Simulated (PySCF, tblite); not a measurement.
# C₆H₆O₄: dynamics, then NMR shifts on frames, part 2 of 2

tblite 0.8.0 and PySCF 2.14.0. Atoms count from 0. The steps go on from the part before.

### Step 5. Nuclear shieldings: 625 fs, PBE0/pcSseg-1

The job: settings as JSON, then the geometry in Å.

```
{"job": {"kind": "nmr", "xc": "PBE0", "basis": "pcSseg-1", "pop": false}, "charge": 0, "multiplicity": 1}
C      2.417200    -0.708400     0.630800
C      1.165600     0.089400     0.591600
O      1.042300     1.220400     0.871500
O      0.094600    -0.741900     0.267100
C     -1.163600    -0.328600     0.400500
C     -1.814800     0.718700    -0.102500
O     -3.164400     0.991800     0.242200
C     -3.812200     0.080300     1.065400
C     -3.109900    -0.879500     1.621800
O     -1.810900    -1.054400     1.425800
H      3.210700     0.005700     0.580500
H      2.591800    -1.337800    -0.207300
H      2.390300    -1.377600     1.501300
H     -1.372300     1.396500    -0.809600
H     -4.781600     0.336100     1.330000
H     -3.411100    -1.476800     2.359700
```

Method: GIAO PBE0/pcSseg-1 NMR shielding, non-relativistic, gas phase.

The log of the run:

```text
coarse grid: 14584 points
cycle   1  E = -532.1034392042  dE =  2.276e+00  |g| = 1.048e+00  |ddm| = 3.805e+00
cycle   2  E = -531.6934661724  dE =  4.100e-01  |g| = 1.826e+00  |ddm| = 1.858e+00
cycle   3  E = -532.2829802493  dE = -5.895e-01  |g| = 3.257e-01  |ddm| = 1.360e+00
cycle   4  E = -532.3010164463  dE = -1.804e-02  |g| = 1.168e-01  |ddm| = 2.940e-01
cycle   5  E = -532.3032706285  dE = -2.254e-03  |g| = 3.410e-02  |ddm| = 9.256e-02
cycle   6  E = -532.3034915206  dE = -2.209e-04  |g| = 1.500e-02  |ddm| = 3.745e-02
cycle   7  E = -532.3035414635  dE = -4.994e-05  |g| = 4.129e-03  |ddm| = 1.513e-02
cycle   8  E = -532.3035447297  dE = -3.266e-06  |g| = 8.011e-04  |ddm| = 3.025e-03
final grid: 144312 points
cycle   9  E = -532.4063564386  dE = -1.962e-05  |g| = 1.797e-02  |ddm| = 2.603e-02
cycle  10  E = -532.4062745489  dE =  8.189e-05  |g| = 2.818e-02  |ddm| = 2.581e-02
cycle  11  E = -532.4064112502  dE = -1.367e-04  |g| = 2.362e-03  |ddm| = 1.671e-02
cycle  12  E = -532.4064122030  dE = -9.528e-07  |g| = 5.852e-04  |ddm| = 1.744e-03
cycle  13  E = -532.4064122626  dE = -5.958e-08  |g| = 1.821e-04  |ddm| = 5.282e-04
cycle  14  E = -532.4064122691  dE = -6.493e-09  |g| = 7.552e-05  |ddm| = 1.959e-04
cycle  15  E = -532.4064122703  dE = -1.204e-09  |g| = 2.356e-05  |ddm| = 7.899e-05
cycle  16  E = -532.4064122704  dE = -1.110e-10  |g| = 7.509e-06  |ddm| = 2.382e-05
converged SCF energy = -532.4064122704

GIAO shielding tensors (ppm)
atom      isotropic    diamagn.    paramagn.     s11        s22        s33       span
  0 C      167.201     249.459     -82.259    148.092    154.845    198.666     50.574
  1 C       18.656     250.483    -231.827    -93.948     63.491     86.426    180.374
  2 O     -111.207     403.617    -514.824   -407.305   -216.678    290.361    697.666
  3 O      103.371     406.777    -303.406    -46.127    147.546    208.693    254.820
  4 C       38.420     250.143    -211.723    -41.644     76.046     80.858    122.502
  5 C       53.591     260.185    -206.594    -14.620     74.692    100.702    115.322
  6 O      245.030     393.347    -148.317    188.086    224.998    322.006    133.920
  7 C       58.814     251.092    -192.278    -29.950     91.037    115.356    145.306
  8 C       53.686     245.828    -192.142    -33.992     85.161    109.888    143.880
  9 O      205.043     398.751    -193.708    127.599    178.966    308.563    180.964
 10 H       30.157      27.958       2.199     25.704     28.859     35.906     10.202
 11 H       30.143      30.470      -0.327     26.333     28.997     35.099      8.766
 12 H       29.011      27.292       1.718     25.556     27.500     33.976      8.420
 13 H       26.061      34.258      -8.197     24.422     25.077     28.683      4.261
 14 H       26.711      28.845      -2.133     26.125     26.667     27.343      1.218
 15 H       27.659      30.709      -3.050     26.692     26.889     29.397      2.706
```

It took 30 s on 1 thread of Arm Neoverse V1, shared host; peak memory 0.84 GiB.

In short: δ C1 168.3, C4 148.5, C5 133.3, C8 133.2, H13 5.66, H14 5.01 ppm.

### Step 6. Nuclear shieldings: 800 fs, PBE0/pcSseg-1

The job: settings as JSON, then the geometry in Å.

```
{"job": {"kind": "nmr", "xc": "PBE0", "basis": "pcSseg-1", "pop": false}, "charge": 0, "multiplicity": 1}
C      2.583300    -0.287500     0.566900
C      1.249300     0.038100     1.062300
O      1.054500     0.800700     1.984200
O      0.201400    -0.495100     0.425600
C     -1.141100    -0.192200     0.792700
C     -1.734600     0.902800     0.422900
O     -3.080400     1.159400     0.560800
C     -3.692600     0.077100     1.413300
C     -3.011900    -0.992800     1.856900
O     -1.657800    -1.164200     1.613200
H      3.326300     0.461700     0.936600
H      2.650800    -0.277600    -0.516700
H      2.856700    -1.295600     0.895400
H     -1.249600     1.646000    -0.256400
H     -4.738700     0.389100     1.669900
H     -3.472400    -1.742000     2.516800
```

With the program's defaults for keys left out, this is: GIAO PBE0/pcSseg-1 NMR shielding, non-relativistic, gas phase.

The log of the run:

```text
coarse grid: 14584 points
cycle   1  E = -532.0926253430  dE =  1.943e+00  |g| = 1.072e+00  |ddm| = 3.757e+00
cycle   2  E = -531.5847216888  dE =  5.079e-01  |g| = 1.954e+00  |ddm| = 2.123e+00
cycle   3  E = -532.2835106246  dE = -6.988e-01  |g| = 3.438e-01  |ddm| = 1.600e+00
cycle   4  E = -532.3036979777  dE = -2.019e-02  |g| = 1.248e-01  |ddm| = 3.073e-01
cycle   5  E = -532.3062428285  dE = -2.545e-03  |g| = 3.207e-02  |ddm| = 8.827e-02
cycle   6  E = -532.3064324425  dE = -1.896e-04  |g| = 1.456e-02  |ddm| = 3.257e-02
cycle   7  E = -532.3064791261  dE = -4.668e-05  |g| = 4.934e-03  |ddm| = 1.479e-02
cycle   8  E = -532.3064840204  dE = -4.894e-06  |g| = 1.006e-03  |ddm| = 3.904e-03
final grid: 144312 points
cycle   9  E = -532.4092065703  dE = -1.785e-06  |g| = 1.888e-02  |ddm| = 2.446e-02
cycle  10  E = -532.4091006218  dE =  1.059e-04  |g| = 3.092e-02  |ddm| = 2.900e-02
cycle  11  E = -532.4092676996  dE = -1.671e-04  |g| = 2.504e-03  |ddm| = 1.896e-02
cycle  12  E = -532.4092688265  dE = -1.127e-06  |g| = 5.016e-04  |ddm| = 1.885e-03
cycle  13  E = -532.4092688692  dE = -4.271e-08  |g| = 1.915e-04  |ddm| = 4.685e-04
cycle  14  E = -532.4092688767  dE = -7.456e-09  |g| = 5.995e-05  |ddm| = 1.779e-04
cycle  15  E = -532.4092688773  dE = -6.917e-10  |g| = 2.225e-05  |ddm| = 5.593e-05
converged SCF energy = -532.4092688773

GIAO shielding tensors (ppm)
atom      isotropic    diamagn.    paramagn.     s11        s22        s33       span
  0 C      166.316     249.084     -82.768    144.668    161.802    192.478     47.810
  1 C        9.167     249.756    -240.589   -107.480     61.780     73.201    180.681
  2 O     -156.029     402.551    -558.580   -455.720   -274.535    262.168    717.888
  3 O       83.315     407.732    -324.418    -42.402    133.600    158.746    201.148
  4 C       37.010     251.962    -214.952    -31.395     67.411     75.015    106.410
  5 C       58.216     258.539    -200.323     -6.048     76.546    104.149    110.197
  6 O      209.639     396.786    -187.148     99.144    235.166    294.606    195.462
  7 C       39.773     247.050    -207.276    -38.285     63.400     94.204    132.489
  8 C       44.470     245.421    -200.951    -46.146     78.671    100.885    147.032
  9 O      204.368     397.790    -193.422    149.919    158.146    305.039    155.120
 10 H       28.603      26.604       1.999     24.342     27.366     34.100      9.758
 11 H       29.622      30.608      -0.986     25.583     28.635     34.647      9.064
 12 H       29.144      27.054       2.090     25.803     27.344     34.286      8.482
 13 H       25.449      33.071      -7.623     22.898     25.383     28.064      5.166
 14 H       24.924      24.605       0.319     23.658     24.773     26.341      2.682
 15 H       25.027      25.004       0.023     23.810     25.228     26.044      2.234
```

Wall time 28 s (1 thread of Arm Neoverse V1, shared host); peak memory 0.89 GiB.

This run: δ C1 177.8, C4 149.9, C7 147.2, C8 142.5, H14 6.79, H15 6.69 ppm.

### Step 7. Nuclear shieldings: 1000 fs, PBE0/pcSseg-1

The job: settings as JSON, then the geometry in Å.

```
{"job": {"kind": "nmr", "xc": "PBE0", "basis": "pcSseg-1", "pop": false}, "charge": 0, "multiplicity": 1}
C      2.466200    -0.416900     0.723800
C      1.107200     0.143000     1.064200
O      0.840900     0.966300     1.921900
O      0.093700    -0.409500     0.264400
C     -1.187700     0.114100     0.557900
C     -1.534100     1.336300     0.240700
O     -2.742400     1.845100     0.745900
C     -3.144100     1.191700     1.894200
C     -2.710800     0.006300     2.294100
O     -1.930000    -0.727600     1.357800
H      3.163600     0.400000     0.593200
H      2.338700    -0.977700    -0.177700
H      2.791500    -1.018600     1.519800
H     -0.998700     1.990400    -0.443700
H     -3.795800     1.799700     2.533000
H     -3.079100    -0.501600     3.138500
```

Method: GIAO PBE0/pcSseg-1 NMR shielding, non-relativistic, gas phase.

The log of the run:

```text
coarse grid: 14584 points
cycle   1  E = -532.1041991332  dE =  1.967e+00  |g| = 1.064e+00  |ddm| = 3.768e+00
cycle   2  E = -531.5911767616  dE =  5.130e-01  |g| = 1.969e+00  |ddm| = 1.936e+00
cycle   3  E = -532.2882346613  dE = -6.971e-01  |g| = 3.646e-01  |ddm| = 1.450e+00
cycle   4  E = -532.3110721491  dE = -2.284e-02  |g| = 1.310e-01  |ddm| = 3.261e-01
cycle   5  E = -532.3139333472  dE = -2.861e-03  |g| = 3.059e-02  |ddm| = 8.984e-02
cycle   6  E = -532.3140967146  dE = -1.634e-04  |g| = 1.474e-02  |ddm| = 3.147e-02
cycle   7  E = -532.3141448351  dE = -4.812e-05  |g| = 4.764e-03  |ddm| = 1.548e-02
cycle   8  E = -532.3141495046  dE = -4.670e-06  |g| = 9.447e-04  |ddm| = 3.818e-03
final grid: 144312 points
cycle   9  E = -532.4172596516  dE = -1.025e-05  |g| = 1.901e-02  |ddm| = 2.603e-02
cycle  10  E = -532.4171568644  dE =  1.028e-04  |g| = 3.074e-02  |ddm| = 2.820e-02
cycle  11  E = -532.4173213485  dE = -1.645e-04  |g| = 2.715e-03  |ddm| = 1.832e-02
cycle  12  E = -532.4173226767  dE = -1.328e-06  |g| = 6.191e-04  |ddm| = 2.035e-03
cycle  13  E = -532.4173227472  dE = -7.048e-08  |g| = 1.810e-04  |ddm| = 5.570e-04
cycle  14  E = -532.4173227538  dE = -6.683e-09  |g| = 5.616e-05  |ddm| = 1.651e-04
cycle  15  E = -532.4173227544  dE = -5.434e-10  |g| = 2.686e-05  |ddm| = 6.222e-05
converged SCF energy = -532.4173227544

GIAO shielding tensors (ppm)
atom      isotropic    diamagn.    paramagn.     s11        s22        s33       span
  0 C      166.796     251.825     -85.029    149.787    155.472    195.131     45.344
  1 C        0.128     251.261    -251.133   -117.922     53.024     65.283    183.205
  2 O     -151.044     402.550    -553.593   -451.815   -286.296    284.980    736.796
  3 O       46.813     406.616    -359.803   -114.545     95.563    159.419    273.964
  4 C       33.937     250.764    -216.828    -39.754     55.232     86.332    126.086
  5 C       53.929     258.589    -204.660    -16.402     69.200    108.989    125.390
  6 O      206.364     394.488    -188.124    119.801    189.650    309.641    189.840
  7 C       42.715     247.095    -204.381    -51.010     69.183    109.971    160.981
  8 C       49.946     248.500    -198.554    -36.366     63.270    122.933    159.299
  9 O      201.123     398.096    -196.973    137.074    179.987    286.309    149.235
 10 H       29.625      28.458       1.168     26.116     27.675     35.086      8.970
 11 H       29.866      31.506      -1.640     25.234     30.096     34.269      9.036
 12 H       30.215      28.565       1.651     27.130     28.021     35.495      8.365
 13 H       25.400      33.326      -7.926     23.149     25.389     27.662      4.513
 14 H       25.428      25.181       0.247     23.832     25.850     26.603      2.771
 15 H       25.726      28.816      -3.090     23.097     26.573     27.508      4.411
```

Wall time 28 s (1 thread of Arm Neoverse V1, shared host); peak memory 1 GiB.

Key values: δ C1 186.8, C4 153.0, C7 144.2, C8 137.0, H13 6.32, H14 6.29 ppm.

### Step 8. Side by side: NMR shifts

Shifts (ppm) of some atoms, chosen among heavy atoms and hydrogens apart, with basis size and wall time:

```
  frame     C1     C7   H13   H15     O2     O3     O6  functions  time
 250 fs  180.4  140.0  7.71  6.56  493.1  236.6  106.2        200  30 s
 425 fs  163.7  129.0  6.26  5.64  430.8  231.9  107.7        200  29 s
 625 fs  168.3  128.1  5.66  4.06  447.3  232.7   91.0        200  30 s
 800 fs  177.8  147.2  6.27  6.69  492.1  252.8  126.4        200  28 s
1000 fs  186.8  144.2  6.32  5.99  487.1  289.3  129.7        200  28 s
```

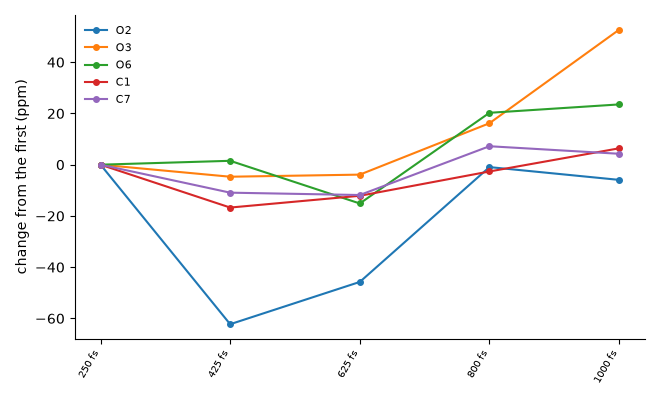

How five of the tabulated atoms move from run to run.

### Step 9. What came out

The summary covers parts 1 to 2.

```
                                      quantity                                        value
                                    thermostat                                        300 K
                 mean temperature, second half                                        274 K
       mean potential energy above the minimum                                      0.51 eV
13C shifts against TMS (PBE0/pcSseg-1, 250 fs)  180.4, 157.8, 146.8, 140.0, 131.4, 26.6 ppm
 1H shifts against TMS (PBE0/pcSseg-1, 250 fs)       7.71, 6.64, 6.56, 3.31, 2.88, 1.88 ppm
17O shifts against H2O (PBE0/pcSseg-1, 250 fs)               493.1, 236.6, 142.5, 106.2 ppm
                      range of the shift of O2                           430.8 to 493.1 ppm
```

What this shows: In the second half the potential energy averages 0.51 eV above the minimum; equipartition over 42 harmonic modes at 300 K would give 0.54 eV. With 16 atoms the temperature swings widely (158 to 351 K). Shifts at one fixed geometry are not the observed spectrum, which averages over the motion. In the first frame run (250 fs): The widest tensor belongs to O2: span 733 ppm, with a paramagnetic part of -562 ppm. NICS(1)zz of 21 ppm above the planar ring from C4 marks a paratropic (antiaromatic) ring current. In ppm, O2 moves most: its shift spreads over 62.3 ppm, from 430.8 (425 fs) to 493.1 (250 fs).
